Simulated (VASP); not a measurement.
Band structure of EuS (rock salt). Computed with PBE GGA with D3 dispersion (Becke-Johnson damping), VASP's PBE PAW potentials (set 64) (plane waves; VASP).

The 4f electrons are frozen in the core of the lanthanide potential, so 4f levels, which can set the real gap, and their magnetism are missing.

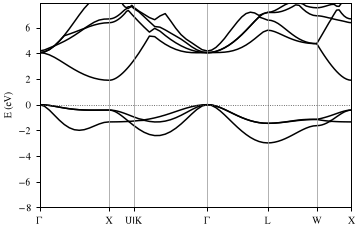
Bands along high-symmetry lines, zero at the valence-band maximum or, without a gap, the Fermi level

Problem. Read the plot: is there a gap, and where are the band edges?

Solution. The gap is indirect, 1.90 eV, from the valence maximum at Γ to the conduction minimum at X. (Edges off the drawn lines would not show.)

The compound is EuS in the rock salt structure. It was relaxed first, which changed the volume by -8 %.
